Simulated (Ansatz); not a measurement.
**N on Mo(110): change of the work function**

How does N on the hollow site change the work function of Mo(110) as the layer fills?

Main program and level: Ansatz 0.2.0; plane-wave DFT, PBE, Ansatz PAW.

## 1. The structure

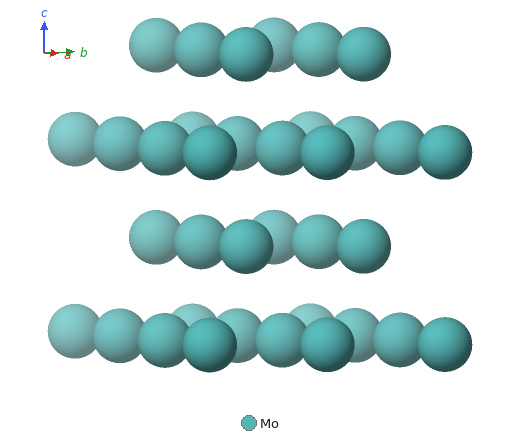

The starting structure, seen from the side, with the c axis up (molybdenum teal). 3×2×1 cells are drawn. Some periodic images of atoms are drawn too.

The cell holds 4 atoms: 4 Mo. Cell: a = 2.728 Å, b = 2.728 Å, c = 24.682 Å, α = 90.0°, β = 90.0°, γ = 70.5°. Vacuum lies along c.

## 2. The clean slab

The bare slab comes first, as the zero from which every change is counted. The two lowest layers are held at bulk places and the upper ones relax. The dipole correction removes the false field that a one-sided slab makes across the periodic vacuum, so each face gets a flat vacuum level of its own.

input.yaml

```yaml
crystal:
  lattice:
    - [2.2273863607, -1.575, 0.0]
    - [2.2273863607, 1.575, 0.0]
    - [0.0, 0.0, 24.6821590822]
  atoms:
    - { symbol: Mo, position: [0.0, 0.0, 0.3646358477] }
    - { symbol: Mo, position: [0.5, 0.5, 0.4548786159] }
    - { symbol: Mo, position: [0.0, 0.0, 0.5451213841] }
    - { symbol: Mo, position: [0.5, 0.5, 0.6353641523] }
kpoints:
  mp_grid: { grid: [12, 12, 1] }
hamiltonian:
  xc: pbe
scf:
  occupations: { method: fermi_dirac, width: 0.1 }
  convergence: { dr2_threshold: 1.0e-08 }
efield:
  axis: 3
  dipole_correction: true
  ramp_position: 0.97
  ramp_width: 0.06
relax:
  f_tol: 0.02
  max_steps: 60
  constraints: [{ sites: [0, 1] }]
output:
  write_potential: true
  write_density: true
  volumetric_format: npy
```

Run with:

```
> ansatz run input.yaml --threads 4 --pin off --max-ram 16384MiB --backend cpu --events-out ev --progress --plain --runs-dir out
```

Numbers of over 12 decimals in the logs are rounded to 6 here.

Output:

```text
Engine: ansatz 0.2.0, x86_64-unknown-linux-gnu
Pseudopotentials: kind: paw
Pseudopotential: Mo, paw, valence charge 14, recommended cutoff 420 eV (normal), Mo.paw.azcp
Functional definition: PBE
  parameter kappa = 0.804
  parameter beta = 0.066725
  exchange = pbe_x(kappa = kappa, mu = beta*pi^2/3)
  correlation = pbe_c(beta = beta)
Crystal: 4 atoms, lattice volume = 173.177 Å³
Basis set: ecut = 420 eV, 3445 PW (Γ), exchange–correlation on 40×40×360 points (8 copies of the dense FFT grid, shifted against one another)
Bands: 34, of which v1, the nominal top of the filled ones, is band 28 counted from 1 (27 counted from 0)
Symmetry: 4 space group operations
k-points: 43 of 144
Non-local potential: Mo, projectors of the file, l = 0: 3, l = 1: 2, l = 2: 2, l = 3: 1
PAW form: soft (Blöchl's): semilocal exchange-correlation on the pseudo side does not see the compensation charge
PAW one-centre angular grid: Mo, 590 points (default); XC on 64 Gauss nodes
Initial density: superposition of atomic densities (neutral atoms: chi_scale 0, normalization atom), corrected by the library's trained network
Initial wavefunctions: pseudopotential atomic-orbital guess
Functional: x = pbe(κ = 0.804, μ = 0.219515), c = pbe(β = 0.066725)
SCF iter   1: F=—  HF=-19821.647128 eV  |F-HF|=—  |Δ(HF+E_count)|=         —  Δρ=3.78e-3  dr2=1.40e-1  ethr=1.77e-3  p=0.000 e·Å  D=7.50e-14 V/Å  ΔV_dip=-0.00 eV  dr2_dipole=1.17e-6  V_vac-E_F(+/−)=4.86/4.86 eV  ⟨swp⟩=8.9  Hψ=15645  notcnv=0  defer=5
efield: sawtooth ramp at fractional position 0.9700 (set: `efield.ramp_position`, or a place that a band, a saddle search or an elastic batch's reference lends), width 0.0600; the density the first Hamiltonian is built on has a dipole p = 0.000 e·Å; the dipole correction subtracts the counter field D = 7.50e-14 V/Å, which shifts the + side's vacuum level by -0.00 eV against the − side's; the planar-averaged density in the ramp window peaks in size at 1.4e-5 e/Å³
automatic band count: the SCF goes on with 40 bands, as 34 were too few: the levels above may hold too much charge
preconditioner: auto → LDOS  [metal: Δε(μ)=0.026 eV  Ē_g=5.170 eV  σ=0.100 eV  W_gap=0.07  n_scr=16 (ndim 8)  ℏωp=13.8 eV  f_vac=0.563  D(μ)=3.57/eV (n_scr^D=14)  β→1.0]
SCF iter   2: F=—  HF=-19821.643443 eV  |F-HF|=—  |Δ(HF+E_count)|=   3.68e-3  Δρ=1.93e-3  dr2=1.96e-2  ethr=2.50e-4  p=0.000 e·Å  D=4.93e-6 V/Å  ΔV_dip=-0.00 eV  dr2_dipole=1.04e-6  V_vac-E_F(+/−)=4.70/4.70 eV  ⟨swp⟩=2.1  Hψ=2763  notcnv=0  defer=21
SCF iter   3: F=—  HF=-19821.641430 eV  |F-HF|=—  |Δ(HF+E_count)|=   2.01e-3  Δρ=5.02e-4  dr2=1.45e-3  ethr=3.50e-5  p=0.000 e·Å  D=3.70e-6 V/Å  ΔV_dip=-0.00 eV  dr2_dipole=1.26e-7  V_vac-E_F(+/−)=4.72/4.72 eV  ⟨swp⟩=2.2  Hψ=2388  notcnv=0  defer=21
SCF iter   4: F=—  HF=-19821.641193 eV  |F-HF|=—  |Δ(HF+E_count)|=   2.36e-4  Δρ=1.36e-4  dr2=7.48e-5  ethr=2.60e-6  p=0.000 e·Å  D=1.73e-6 V/Å  ΔV_dip=-0.00 eV  dr2_dipole=3.26e-8  V_vac-E_F(+/−)=4.71/4.71 eV  ⟨swp⟩=3.0  Hψ=2598  notcnv=0  defer=21
SCF iter   5: F=—  HF=-19821.641220 eV  |F-HF|=—  |Δ(HF+E_count)|=   2.67e-5  Δρ=3.96e-5  dr2=6.14e-6  ethr=1.34e-7  p=0.000 e·Å  D=1.82e-7 V/Å  ΔV_dip=-0.00 eV  dr2_dipole=7.77e-10  V_vac-E_F(+/−)=4.70/4.70 eV  ⟨swp⟩=2.6  Hψ=2473  notcnv=0  defer=21
SCF iter   6: F=—  HF=-19821.641292 eV  |F-HF|=—  |Δ(HF+E_count)|=   7.22e-5  Δρ=1.55e-5  dr2=8.69e-7  ethr=1.10e-8  p=-0.000 e·Å  D=-1.05e-7 V/Å  ΔV_dip=0.00 eV  dr2_dipole=1.77e-12  V_vac-E_F(+/−)=4.70/4.70 eV  ⟨swp⟩=2.1  Hψ=2399  notcnv=0  defer=21
SCF iter   7: F=—  HF=-19821.641293 eV  |F-HF|=—  |Δ(HF+E_count)|=   4.78e-7  Δρ=4.02e-6  dr2=7.38e-8  ethr=1.55e-9  p=-0.000 e·Å  D=-1.31e-7 V/Å  ΔV_dip=0.00 eV  dr2_dipole=4.10e-11  V_vac-E_F(+/−)=4.69/4.69 eV  ⟨swp⟩=2.1  Hψ=2305  notcnv=0  defer=21
SCF iter   8: F=-19821.641293 eV  HF=-19821.641293 eV  |F-HF|=4.30e-9  |Δ(HF+E_count)|=   8.38e-8  Δρ=1.48e-6  dr2=6.64e-9  ethr=1.79e-11  p=-0.000 e·Å  D=-2.67e-8 V/Å  ΔV_dip=0.00 eV  dr2_dipole=1.31e-12  V_vac-E_F(+/−)=4.69/4.69 eV  ⟨swp⟩=10.7  Hψ=11449  notcnv=0
SCF 1 converged in 8 iterations: F = -19821.641293 eV  dr2 = 6.64e-9
  greatest PAW one-centre occupation: 0.998 electrons in one spin orbital (limit 2), on the Mo atom at site 3 (counted from 0), in its partial waves of l = 0
relax step   1: F+E_penalty+E_count = -19821.64129266 eV  Δ(F+E_penalty+E_count) = +0.000e0 eV  max|allowed force component| = 6.071e-1 eV/Å  Δτ_max = 0.0000 Å  (8 SCF iters, accepted)
Bands: 40, of which v1, the nominal top of the filled ones, is band 28 counted from 1 (27 counted from 0)
Initial density: handed on by an earlier stage of this run
Initial wavefunctions: those handed on with the density
iter 1 solved again at ethr=6.81e-4 eV; its pass at ethr=3.10e-3 eV (dr2=3.81e-1 eV) is discarded
SCF iter   1: F=—  HF=-19821.655302 eV  |F-HF|=—  |Δ(HF+E_count)|=         —  Δρ=9.01e-3  dr2=3.79e-1  ethr=6.81e-4  p=0.000 e·Å  D=7.09e-7 V/Å  ΔV_dip=-0.00 eV  dr2_dipole=2.16e-3  V_vac-E_F(+/−)=4.71/4.71 eV  ⟨swp⟩=1.6  Hψ=6582  notcnv=0  defer=26
efield: sawtooth ramp at fractional position 0.9700 (set: `efield.ramp_position`, or a place that a band, a saddle search or an elastic batch's reference lends), width 0.0600; the density the first Hamiltonian is built on has a dipole p = 0.000 e·Å; the dipole correction subtracts the counter field D = 7.09e-7 V/Å, which shifts the + side's vacuum level by -0.00 eV against the − side's; the planar-averaged density in the ramp window peaks in size at 3.6e-6 e/Å³
preconditioner: auto → LDOS  [metal: Δε(μ)=0.032 eV  Ē_g=5.280 eV  σ=0.100 eV  W_gap=0.08  n_scr=16 (ndim 8)  ℏωp=13.8 eV  f_vac=0.569  D(μ)=3.64/eV (n_scr^D=14)  β→1.0]
SCF iter   2: F=—  HF=-19821.637647 eV  |F-HF|=—  |Δ(HF+E_count)|=   1.77e-2  Δρ=4.01e-3  dr2=1.08e-1  ethr=6.78e-4  p=0.007 e·Å  D=7.44e-3 V/Å  ΔV_dip=-0.18 eV  dr2_dipole=1.22e-3  V_vac-E_F(+/−)=4.51/4.69 eV  ⟨swp⟩=2.3  Hψ=2710  notcnv=0  defer=26
SCF iter   3: F=—  HF=-19821.629265 eV  |F-HF|=—  |Δ(HF+E_count)|=   8.38e-3  Δρ=1.79e-3  dr2=1.82e-2  ethr=1.92e-4  p=0.006 e·Å  D=6.37e-3 V/Å  ΔV_dip=-0.16 eV  dr2_dipole=2.87e-4  V_vac-E_F(+/−)=4.55/4.71 eV  ⟨swp⟩=2.4  Hψ=3010  notcnv=0  defer=26
SCF iter   4: F=—  HF=-19821.625519 eV  |F-HF|=—  |Δ(HF+E_count)|=   3.75e-3  Δρ=4.20e-4  dr2=7.00e-4  ethr=3.26e-5  p=0.007 e·Å  D=7.29e-3 V/Å  ΔV_dip=-0.18 eV  dr2_dipole=1.75e-5  V_vac-E_F(+/−)=4.52/4.70 eV  ⟨swp⟩=3.0  Hψ=2790  notcnv=0  defer=26
[...]
SCF iter   2: F=—  HF=-19821.665867 eV  |F-HF|=—  |Δ(HF+E_count)|=   3.93e-3  Δρ=2.32e-3  dr2=4.41e-2  ethr=1.98e-4  p=0.006 e·Å  D=6.20e-3 V/Å  ΔV_dip=-0.15 eV  dr2_dipole=3.08e-3  V_vac-E_F(+/−)=4.55/4.71 eV  ⟨swp⟩=2.0  Hψ=2819  notcnv=0  defer=26
SCF iter   3: F=—  HF=-19821.662929 eV  |F-HF|=—  |Δ(HF+E_count)|=   2.94e-3  Δρ=8.29e-4  dr2=4.40e-3  ethr=7.87e-5  p=0.006 e·Å  D=6.03e-3 V/Å  ΔV_dip=-0.15 eV  dr2_dipole=6.38e-4  V_vac-E_F(+/−)=4.55/4.70 eV  ⟨swp⟩=2.0  Hψ=2289  notcnv=0  defer=26
SCF iter   4: F=—  HF=-19821.662282 eV  |F-HF|=—  |Δ(HF+E_count)|=   6.47e-4  Δρ=2.74e-4  dr2=4.17e-4  ethr=7.86e-6  p=0.005 e·Å  D=5.32e-3 V/Å  ΔV_dip=-0.13 eV  dr2_dipole=6.02e-5  V_vac-E_F(+/−)=4.57/4.70 eV  ⟨swp⟩=3.5  Hψ=3103  notcnv=0  defer=26
SCF iter   5: F=—  HF=-19821.662248 eV  |F-HF|=—  |Δ(HF+E_count)|=   3.36e-5  Δρ=7.82e-5  dr2=1.95e-5  ethr=7.44e-7  p=0.005 e·Å  D=5.03e-3 V/Å  ΔV_dip=-0.12 eV  dr2_dipole=1.52e-6  V_vac-E_F(+/−)=4.57/4.70 eV  ⟨swp⟩=2.5  Hψ=2528  notcnv=0  defer=26
SCF iter   6: F=—  HF=-19821.662251 eV  |F-HF|=—  |Δ(HF+E_count)|=   3.15e-6  Δρ=2.97e-5  dr2=1.83e-6  ethr=3.48e-8  p=0.005 e·Å  D=4.92e-3 V/Å  ΔV_dip=-0.12 eV  dr2_dipole=5.98e-9  V_vac-E_F(+/−)=4.57/4.70 eV  ⟨swp⟩=2.1  Hψ=2353  notcnv=0  defer=26
SCF iter   7: F=—  HF=-19821.662328 eV  |F-HF|=—  |Δ(HF+E_count)|=   7.66e-5  Δρ=1.27e-5  dr2=5.22e-7  ethr=3.28e-9  p=0.005 e·Å  D=4.84e-3 V/Å  ΔV_dip=-0.12 eV  dr2_dipole=2.77e-8  V_vac-E_F(+/−)=4.58/4.70 eV  ⟨swp⟩=2.2  Hψ=2457  notcnv=0  defer=26
SCF iter   8: F=—  HF=-19821.662328 eV  |F-HF|=—  |Δ(HF+E_count)|=   8.19e-8  Δρ=2.77e-6  dr2=3.19e-8  ethr=9.32e-10  p=0.005 e·Å  D=4.83e-3 V/Å  ΔV_dip=-0.12 eV  dr2_dipole=1.57e-9  V_vac-E_F(+/−)=4.58/4.70 eV  ⟨swp⟩=2.8  Hψ=3060  notcnv=0  defer=26
SCF iter   9: F=-19821.662328 eV  HF=-19821.662328 eV  |F-HF|=6.72e-9  |Δ(HF+E_count)|=   1.90e-8  Δρ=8.01e-7  dr2=1.26e-9  ethr=1.79e-11  p=0.005 e·Å  D=4.82e-3 V/Å  ΔV_dip=-0.12 eV  dr2_dipole=9.56e-14  V_vac-E_F(+/−)=4.58/4.70 eV  ⟨swp⟩=10.0  Hψ=11113  notcnv=0
SCF 3 converged in 9 iterations: F = -19821.662328 eV  dr2 = 1.26e-9
relax step   3: F+E_penalty+E_count = -19821.66232783 eV  Δ(F+E_penalty+E_count) = -2.104e-2 eV  max|allowed force component| = 1.718e-1 eV/Å  Δτ_max = 0.0695 Å  (9 SCF iters, accepted)
SCF iter   1: F=—  HF=-19821.663912 eV  |F-HF|=—  |Δ(HF+E_count)|=         —  Δρ=8.39e-4  dr2=3.50e-3  ethr=6.23e-5  p=0.005 e·Å  D=4.82e-3 V/Å  ΔV_dip=-0.12 eV  dr2_dipole=1.17e-4  V_vac-E_F(+/−)=4.57/4.69 eV  ⟨swp⟩=2.4  Hψ=3395  notcnv=0  defer=26
efield: sawtooth ramp at fractional position 0.9700 (set: `efield.ramp_position`, or a place that a band, a saddle search or an elastic batch's reference lends), width 0.0600; the density the first Hamiltonian is built on has a dipole p = 0.005 e·Å; the dipole correction subtracts the counter field D = 4.82e-3 V/Å, which shifts the + side's vacuum level by -0.12 eV against the − side's; the planar-averaged density in the ramp window peaks in size at 4.2e-6 e/Å³
preconditioner: auto → LDOS  [metal: Δε(μ)=0.010 eV  Ē_g=5.198 eV  σ=0.100 eV  W_gap=0.02  n_scr=16 (ndim 8)  ℏωp=13.8 eV  f_vac=0.567  D(μ)=3.47/eV (n_scr^D=14)  β→1.0]
SCF iter   2: F=—  HF=-19821.663776 eV  |F-HF|=—  |Δ(HF+E_count)|=   1.36e-4  Δρ=4.26e-4  dr2=1.37e-3  ethr=6.24e-6  p=0.004 e·Å  D=4.06e-3 V/Å  ΔV_dip=-0.10 eV  dr2_dipole=2.10e-5  V_vac-E_F(+/−)=4.60/4.70 eV  ⟨swp⟩=2.0  Hψ=2569  notcnv=0  defer=26
SCF iter   3: F=—  HF=-19821.663681 eV  |F-HF|=—  |Δ(HF+E_count)|=   9.52e-5  Δρ=1.70e-4  dr2=1.67e-4  ethr=2.44e-6  p=0.004 e·Å  D=4.18e-3 V/Å  ΔV_dip=-0.10 eV  dr2_dipole=3.14e-6  V_vac-E_F(+/−)=4.59/4.69 eV  ⟨swp⟩=2.0  Hψ=2242  notcnv=0  defer=26
SCF iter   4: F=—  HF=-19821.663647 eV  |F-HF|=—  |Δ(HF+E_count)|=   3.41e-5  Δρ=4.02e-5  dr2=5.53e-6  ethr=2.98e-7  p=0.004 e·Å  D=4.07e-3 V/Å  ΔV_dip=-0.10 eV  dr2_dipole=5.62e-7  V_vac-E_F(+/−)=4.60/4.70 eV  ⟨swp⟩=3.4  Hψ=3040  notcnv=0  defer=26
SCF iter   5: F=—  HF=-19821.663725 eV  |F-HF|=—  |Δ(HF+E_count)|=   7.80e-5  Δρ=1.23e-5  dr2=5.70e-7  ethr=9.88e-9  p=0.004 e·Å  D=3.99e-3 V/Å  ΔV_dip=-0.10 eV  dr2_dipole=4.18e-8  V_vac-E_F(+/−)=4.60/4.70 eV  ⟨swp⟩=2.7  Hψ=2634  notcnv=0  defer=26
SCF iter   6: F=—  HF=-19821.663725 eV  |F-HF|=—  |Δ(HF+E_count)|=   2.10e-7  Δρ=3.79e-6  dr2=5.80e-8  ethr=1.02e-9  p=0.004 e·Å  D=3.95e-3 V/Å  ΔV_dip=-0.10 eV  dr2_dipole=2.24e-9  V_vac-E_F(+/−)=4.60/4.70 eV  ⟨swp⟩=2.3  Hψ=2357  notcnv=0  defer=26
SCF iter   7: F=-19821.663725 eV  HF=-19821.663725 eV  |F-HF|=3.80e-9  |Δ(HF+E_count)|=   3.94e-8  Δρ=1.57e-6  dr2=8.57e-9  ethr=1.79e-11  p=0.004 e·Å  D=3.94e-3 V/Å  ΔV_dip=-0.10 eV  dr2_dipole=2.62e-10  V_vac-E_F(+/−)=4.60/4.70 eV  ⟨swp⟩=10.8  Hψ=11544  notcnv=0
SCF 4 converged in 7 iterations: F = -19821.663725 eV  dr2 = 8.57e-9
relax step   4: F+E_penalty+E_count = -19821.66372504 eV  Δ(F+E_penalty+E_count) = -1.397e-3 eV  max|allowed force component| = 6.160e-3 eV/Å  Δτ_max = 0.0105 Å  (7 SCF iters, accepted)
NSCF: frozen V_eff on 43 k-points
the band table was solved once a step of the walk had ended and its energy, with any forces and stress, was formed, with the checks that follow a solve (8316 applications of the Hamiltonian). They found nothing against the state; the energy, forces and stress were not computed again (output.eigenvalues in the input reference)
SCF converged after 7 iterations
Free energy (F): -19821.663725 eV
Harris-Foulkes:  -19821.663725 eV  (|F-HF|=3.80e-9)
Internal energy: -19821.546906 eV  (E = F + TS)
E sigma→0 (E₀):  -19821.605316 eV
Entropy (-TS):   -0.116819 eV (-29.205 meV/atom)
Fermi energy:    4.749028 eV
Dipole field:    D = 0.003959 V/Å  (p = 0.003789 e·Å, saw-weighted, corrected)
Work function:   Φ+ = 4.5981 eV   Φ− = 4.6959 eV
Levels:          The Fermi level and band energies are counted from a zero that moves with the ramp; work functions are not
--- Per-component energies (eV) ---
  E_band       = -1128.803094
  E_kinetic    = 1758.636076
  E_local      = -73076.344845  (includes V_loc(G=0)·N_el)
  E_nonlocal   = 573.008625
  E_hartree    = 35551.714926
  E_xc         = -730.509318
  E_vxc        = -911.323818  (∫ρ·V_xc dr)
  E_paw        = -12805.328642  (= ΣΔE_a)
  E_vpaw       = -576.218628  (= ΣTr[D̂ρ^β])
  E_aug_tail   = 0.000170  (compensation charges beyond the density's cutoff)
  E_efield     = 0.000008  (sawtooth field / dipole correction)
  E_vefield    = 0.002053  (∫n·V_field dr)
  E_ewald      = 28907.276095
  E_smearing   = -0.116819  (= −TS)
  E_closure    = -0.000000  (closes the sum)
  Σ components = -19821.663725   (vs F -19821.663725, Δ=0.00e0)
--- Forces (eV/Å), atoms counted from 1 ---
  atom   1  Mo     0.00000000     0.00000000     0.48968384
  atom   2  Mo     0.00000000    -0.00000000    -0.48732687
  atom   3  Mo     0.00000000    -0.00000000    -0.00616013
  atom   4  Mo     0.00000000     0.00000000     0.00374753
  max |Σ_I F_I| component: 5.56e-5 eV/Å
--- Band table (eV; the first three rows and the last of 43) ---
  k-point 0: bands = [... 24 lower, 3.2679, 3.3587, 3.5222, 3.7666, 4.8655, 5.1015, 5.8499, 5.9160, ... 8 higher]
  k-point 1: bands = [... 24 lower, 3.1262, 3.2374, 3.5562, 3.9741, 4.5550, 5.1890, 5.4643, 5.7715, ... 8 higher]
  k-point 2: bands = [... 24 lower, 2.9540, 3.0742, 3.7021, 3.9784, 4.4501, 4.6794, 5.6510, 5.7078, ... 8 higher]
  k-point 42: bands = [... 24 lower, 3.2412, 5.2680, 5.2859, 5.5507, 5.7353, 6.1980, 7.4154, 7.7054, ... 8 higher]
--- Relaxed structure (4 steps of the walk, 3 accepted, 0 SCFs on fresh bases) ---
  F+E_penalty+E_count = -19821.66372504 eV   max|allowed force component| = 6.160e-3 eV/Å
  atoms:
    - { symbol: Mo, position: [0.0, 0.0, 0.364636] }
    - { symbol: Mo, position: [0.500000, 0.500000, 0.454879] }
    - { symbol: Mo, position: [-3.918101156786695e-19, 3.918101156786695e-19, 0.546022] }
    - { symbol: Mo, position: [0.500000, 0.500000, 0.632974] }
```

It took 16 s on 4 threads of AMD EPYC 7R13 (Zen 3), shared host; peak memory 0.67 GiB; 62 s of CPU time.

Step by step:

```
step  energy less that of the first step (eV)  largest force component (eV/Å)
   1                                   0.0000                          0.6071
   2                                   0.0156                          0.8030
   3                                  -0.0210                          0.1718
   4                                  -0.0224                          0.0062
```

Relaxation step 2 was tried and not accepted.

The run keeps the 4 symmetry operations that it works with, so distortions that break them were not tested.

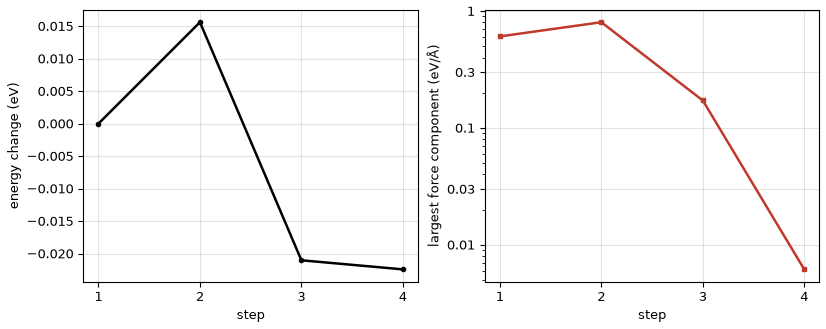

Energy and largest force along the relaxation.

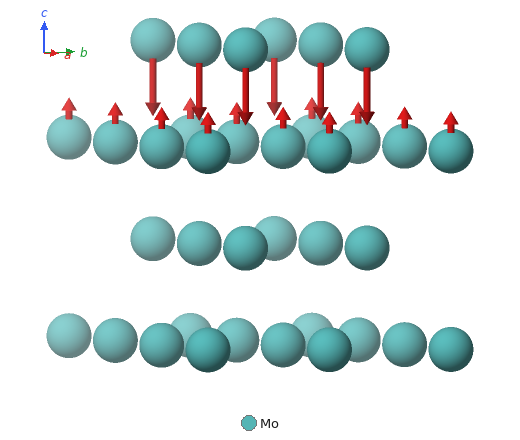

Displacements in the relaxation, exaggerated; the longest in the cell stands for 0.06 Å. 3×2×1 cells are drawn. Some periodic images of atoms are drawn too.

The atoms that moved most (Å):

```
atom     dx     dy      dz  length
 Mo4  0.000  0.000  -0.059   0.059
 Mo3  0.000  0.000   0.022   0.022
```

Final coordinates:

```cif
data_structure
_symmetry_space_group_name_H-M 'P 1'
_symmetry_Int_Tables_number 1
_cell_length_a 2.7280
_cell_length_b 2.7280
_cell_length_c 24.6822
_cell_angle_alpha 90.000
_cell_angle_beta 90.000
_cell_angle_gamma 70.529
_cell_volume 173.18
loop_
_atom_site_label
_atom_site_type_symbol
_atom_site_fract_x
_atom_site_fract_y
_atom_site_fract_z
_atom_site_occupancy
Mo1 Mo 0.00000 0.00000 0.36464 1
Mo2 Mo 0.50000 0.50000 0.45488 1
Mo3 Mo 0.00000 0.00000 0.54602 1
Mo4 Mo 0.50000 0.50000 0.63297 1
```

Numbers from this step:

| Quantity | Value |
| --- | --- |
| energy at zero smearing | -19821.6053 eV |
| work function, upper face | 4.598 eV |
| work function, lower face | 4.696 eV |
| dipole along the normal | 0.003789 e·Å |
| step between the vacuum levels | -0.09772 eV |

Running mean over 2.227 Å of the planar mean; the ramp of the sawtooth is left out. Table of electron's electrostatic potential energy less the Fermi level by z:

```
z (Å)  electron's electrostatic potential energy less the Fermi level (eV)
    4                                                                 4.69
    6                                                                 4.55
    8                                                                -5.98
   10                                                                -12.7
   12                                                                -12.7
   14                                                                -13.4
   16                                                                -11.5
   18                                                                 3.99
   20                                                                 4.59
```

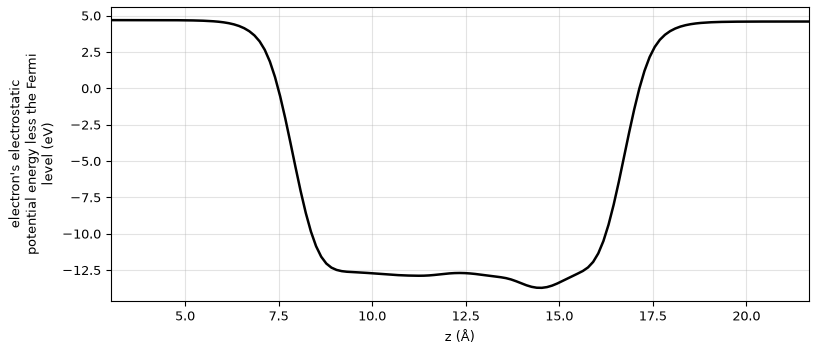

Electron's electrostatic potential energy less the Fermi level against z.

The relaxation took 4 steps and lowered the energy by 0.022 eV; the largest force on the free atoms ends at 0.0062 eV/Å.

The work function of the upper face is 4.60 eV.

(Part 1 of 4 ends here.)

[Logs are printed without paths, hosts, clocks, repeated set-up lines and the standing remarks that a program may print on its own settings, such as how far it seeks lower states.]

[Hosts, paths, dates, database ids (printed as entryN), source tags and the programs' standing remarks are cut or masked in the printed files.]

[Maps of the electrostatic potential energy from Ansatz leave out the sawtooth potential of an applied field or a dipole correction, so their vacuum need not be flat; planar profiles and work functions include it.]
